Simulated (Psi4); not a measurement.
**Single-point calculation of C2F6O (charge +1) (part 2 of 2)**

Continued. System: C2F6O, charge +1, multiplicity 2. Method: B3LYP/def2-SVP, UKS (Psi4 1.11). The geometry is that of the parent species in another charge or spin state. The geometry comes from this level: PBE0-D4/def2-TZVP.

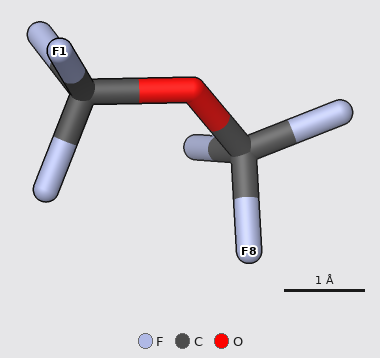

The structure as given in the input (stick view, seen at a tilt; atoms are numbered from 1 in the order of the input).

## Output, continued
```
      37A     -0.613041    38A     -0.141963    39A     -0.133320
      40A     -0.118227    41A     -0.103675    42A     -0.055803
      43A     -0.051731    44A     -0.047348    45A      0.012953
      46A      0.048916    47A      0.116404    48A      0.141799
      49A      0.163332    50A      0.208700    51A      0.221590
      52A      0.251374    53A      0.370570    54A      0.604781
      55A      0.667320    56A      0.757620    57A      0.789912
      58A      0.803141    59A      0.824013    60A      0.844992
      61A      0.851700    62A      0.889394    63A      0.904519
      64A      0.964164    65A      0.965837    66A      1.025946
      67A      1.056592    68A      1.061801    69A      1.090582
      70A      1.125764    71A      1.161389    72A      1.166099
      73A      1.183484    74A      1.223393    75A      1.238418
      76A      1.258723    77A      1.271425    78A      1.317618
      79A      1.383992    80A      1.467284    81A      1.519019
      82A      1.541197    83A      1.569214    84A      1.609214
      85A      1.619826    86A      1.629588    87A      1.650796
      88A      1.686863    89A      1.694408    90A      1.792170
      91A      1.912703    92A      2.334225    93A      2.387121
      94A      2.409789    95A      2.703507    96A      2.720746
      97A      2.722151    98A      2.748128    99A      2.752194
     100A      2.755304   101A      2.759782   102A      2.759893
     103A      2.765813   104A      2.768973   105A      2.774773
     106A      2.775770   107A      2.781495   108A      2.790215
     109A      2.790643   110A      2.850654   111A      2.923555
     112A      2.982787   113A      2.994976   114A      3.005113
     115A      3.160737   116A      3.186922   117A      3.283899
     118A      3.310676   119A      3.326741   120A      3.370000
     121A      3.444424   122A      3.460453   123A      3.564003
     124A      3.587493   125A      3.603080   126A      3.612986

    Final Occupation by Irrep:
              A
    DOCC [    36 ]
    SOCC [     1 ]
    NA   [    37 ]
    NB   [    36 ]

  @UKS Final Energy:  -749.42526964925344

   => Energetics <=

    Nuclear Repulsion Energy =            565.5771639818261747
    One-Electron Energy =               -2145.6430978547941777
    Two-Electron Energy =                 896.7185860012175453
    DFT Exchange-Correlation Energy =     -66.0779217775030645
    Empirical Dispersion Energy =           0.0000000000000000
    VV10 Nonlocal Energy =                  0.0000000000000000
    Total Energy =                       -749.4252696492534369

  UHF NO Occupations:
  HONO-2 :   35  A 1.9997153
  HONO-1 :   36  A 1.9988689
  HONO-0 :   37  A 1.0000000
  LUNO+0 :   38  A 0.0011311
  LUNO+1 :   39  A 0.0002847
  LUNO+2 :   40  A 0.0001553
  LUNO+3 :   41  A 0.0001069

Computation Completed

Properties will be evaluated at   0.000000,   0.000000,   0.000000 [a0]

Properties computed using the SCF density matrix

 Multipole Moments:

 ------------------------------------------------------------------------------------
     Multipole            Electronic (a.u.)      Nuclear  (a.u.)        Total (a.u.)
 ------------------------------------------------------------------------------------

 L = 1.  Multiply by 2.5417464519 to convert [e a0] to [Debye]
 Dipole X            :         -0.3223457            0.5431886            0.2208429
 Dipole Y            :         -0.0234499            0.0395780            0.0161281
 Dipole Z            :         -0.2710615            0.4568062            0.1857447
 Magnitude           :                                                    0.2890204

 ------------------------------------------------------------------------------------
  Lowdin Charges: (a.u.)
   Center  Symbol    Alpha    Beta     Spin     Total
       1     F     4.49007  4.43798  0.05209  0.07195
       2     C     2.90654  2.93517 -0.02863  0.15828
       3     F     4.50202  4.44305  0.05896  0.05493
       4     F     4.51480  4.39144  0.12336  0.09376
       5     O     4.17313  3.58471  0.58842  0.24216
       6     C     2.90654  2.93517 -0.02863  0.15829
       7     F     4.49007  4.43797  0.05211  0.07196
       8     F     4.51481  4.39143  0.12338  0.09376
       9     F     4.50201  4.44308  0.05893  0.05491

  Total alpha = 37.00000, Total beta = 36.00000, Total charge =  1.00000

  Mayer Bond Indices:

  Total Bond Index:
  Irrep: 1 Size: 9 x 9

                 1                   2                   3                   4                   5

    1     0.00000000000000     1.23657189733112     0.02722808473607     0.02352939971409     0.03895805702584
    2     1.23657189733112     0.00000000000000     1.18628567750675     1.19233062074541     0.90697997724181
    3     0.02722808473607     1.18628567750675     0.00000000000000     0.02139961428036     0.05037264167769
    4     0.02352939971409     1.19233062074541     0.02139961428036     0.00000000000000     0.11021469601986
    5     0.03895805702584     0.90697997724181     0.05037264167769     0.11021469601986     0.00000000000000
    6     0.01162808815437     0.03160833649285     0.02608067737374     0.00055742391761     0.90697642739348
    7     0.00426292948483     0.01162631341923     0.00497451018948     0.01257605465126     0.03897616660147
    8     0.01257328240206     0.00055623616774     0.01525996189056     0.02478696645517     0.11022526757510
    9     0.00497082111950     0.02608373610681     0.00574975479383     0.01525329520903     0.05035084621348

                 6                   7                   8                   9

    1     0.01162808815437     0.00426292948483     0.01257328240206     0.00497082111950
    2     0.03160833649285     0.01162631341923     0.00055623616774     0.02608373610681
    3     0.02608067737374     0.00497451018948     0.01525996189056     0.00574975479383
    4     0.00055742391761     0.01257605465126     0.02478696645517     0.01525329520903
    5     0.90697642739348     0.03897616660147     0.11022526757510     0.05035084621348
    6     0.00000000000000     1.23656315385394     1.19232363104882     1.18629301872516
    7     1.23656315385394     0.00000000000000     0.02353170272641     0.02722710278975
    8     1.19232363104882     0.02353170272641     0.00000000000000     0.02139711513031
    9     1.18629301872516     0.02722710278975     0.02139711513031     0.00000000000000

  Alpha Contribution:
  Irrep: 1 Size: 9 x 9

                 1                   2                   3                   4                   5

    1     0.00000000000000     0.61660146873422     0.00677305967837     0.00637164057704    -0.00009018490899
    2     0.61660146873422     0.00000000000000     0.59099473669225     0.58852330975117     0.44422327735092
    3     0.00677305967837     0.59099473669225     0.00000000000000     0.00620953774722     0.00391215868841
    4     0.00637164057704     0.58852330975117     0.00620953774722     0.00000000000000     0.00383218203427
    5    -0.00009018490899     0.44422327735092     0.00391215868841     0.00383218203427     0.00000000000000
    6     0.00614320829323     0.01517176738280     0.01273247439377     0.00029242477251     0.44422127053007
    7     0.00071329638126     0.00614239085183     0.00026862603328     0.00013091022730    -0.00008959158321
    8     0.00013100117114     0.00029197820434     0.00075097731470     0.00012498046524     0.00383205029347
    9     0.00026858997376     0.01273413756797    -0.00018815844579     0.00075137409857     0.00391264468398

                 6                   7                   8                   9

    1     0.00614320829323     0.00071329638126     0.00013100117114     0.00026858997376
    2     0.01517176738280     0.00614239085183     0.00029197820434     0.01273413756797
    3     0.01273247439377     0.00026862603328     0.00075097731470    -0.00018815844579
    4     0.00029242477251     0.00013091022730     0.00012498046524     0.00075137409857
    5     0.44422127053007    -0.00008959158321     0.00383205029347     0.00391264468398
    6     0.00000000000000     0.61659601427632     0.58851901081374     0.59100059530175
    7     0.61659601427632     0.00000000000000     0.00637189522763     0.00677308808734
    8     0.58851901081374     0.00637189522763     0.00000000000000     0.00620972426318
    9     0.59100059530175     0.00677308808734     0.00620972426318     0.00000000000000

  Beta Contribution:
  Irrep: 1 Size: 9 x 9

                 1                   2                   3                   4                   5

    1     0.00000000000000     0.61997042859690     0.02045502505770     0.01715775913705     0.03904824193482
    2     0.61997042859690     0.00000000000000     0.59529094081450     0.60380731099424     0.46275669989089
    3     0.02045502505770     0.59529094081450     0.00000000000000     0.01519007653314     0.04646048298928
    4     0.01715775913705     0.60380731099424     0.01519007653314     0.00000000000000     0.10638251398558
    5     0.03904824193482     0.46275669989089     0.04646048298928     0.10638251398558     0.00000000000000
    6     0.00548487986114     0.01643656911005     0.01334820297997     0.00026499914510     0.46275515686341
    7     0.00354963310357     0.00548392256740     0.00470588415621     0.01244514442396     0.03906575818467
    8     0.01244228123093     0.00026425796340     0.01450898457586     0.02466198598993     0.10639321728162
    9     0.00470223114574     0.01334959853884     0.00593791323963     0.01450192111046     0.04643820152949

                 6                   7                   8                   9

    1     0.00548487986114     0.00354963310357     0.01244228123093     0.00470223114574
    2     0.01643656911005     0.00548392256740     0.00026425796340     0.01334959853884
    3     0.01334820297997     0.00470588415621     0.01450898457586     0.00593791323963
    4     0.00026499914510     0.01244514442396     0.02466198598993     0.01450192111046
    5     0.46275515686341     0.03906575818467     0.10639321728162     0.04643820152949
    6     0.00000000000000     0.61996713957762     0.60380462023508     0.59529242342341
    7     0.61996713957762     0.00000000000000     0.01715980749878     0.02045401470241
    8     0.60380462023508     0.01715980749878     0.00000000000000     0.01518739086713
    9     0.59529242342341     0.02045401470241     0.01518739086713     0.00000000000000

  Atomic Valences:

 #  #
 Irrep: 1
      1:    1.359722559967883
      2:    4.592042795011714
      3:    1.337350922448494
      4:    1.400648070992799
      5:    2.213054079748715
      6:    4.592030756959968
      7:    1.359737933716373
      8:    1.400654163396166
      9:    1.337325690087873

	total time  =         63 seconds =       1.05 minutes

    Psi4 run time: 0:01:03.04
```

The run was set up as follows.

## Input file (c2f6o.json)
```
{
 "schema_name": "qcschema_input",
 "schema_version": 1,
 "molecule": {
  "schema_name": "qcschema_molecule",
  "schema_version": 2,
  "symbols": ["F", "C", "F", "F", "O", "C", "F", "F", "F"],
  "geometry": [3.92437535, -0.72661859, -1.88925369, 1.46975339, -0.81161847, -1.49492454, 0.30211052, 0.57315393, -3.22438299, 0.69424758, -3.17914295, -1.72917499, 1.07837221, 0.07857481, 0.90687957, -1.29058846, 0.82467648, 1.64559241, -1.25876547, 0.92052339, 4.13109249, -1.85213947, 3.09491786, 0.7555503, -3.06734675, -0.77444756, 0.89862146],
  "molecular_charge": 1,
  "molecular_multiplicity": 2,
  "fix_symmetry": "c1"
 },
 "driver": "energy",
 "model": {
  "method": "b3lyp",
  "basis": "def2-SVP"
 },
 "keywords": {
  "reference": "uks",
  "puream": true,
  "e_convergence": 1e-09,
  "d_convergence": 1e-08,
  "scf_type": "pk",
  "dft_radial_points": 99,
  "dft_spherical_points": 590,
  "maxiter": 100,
  "scf_properties": ["DIPOLE", "LOWDIN_CHARGES", "MAYER_INDICES"]
 }
}
```

Launched with:
```bash
psi4 --qcschema c2f6o.json -n 1 --memory 2200MB
```

## Results in brief

| quantity | value |
| --- | --- |
| outcome | converged |
| total energy | −749.425270 hartree |
| basis functions | 126 |
| ⟨S²⟩ | 0.754 |
| hardware | 1 thread of Intel Xeon @ 2.90GHz (Ice Lake), 64 GiB of memory available, shared host |
| wall time | 64 s |
| peak memory | 0.87 GiB |
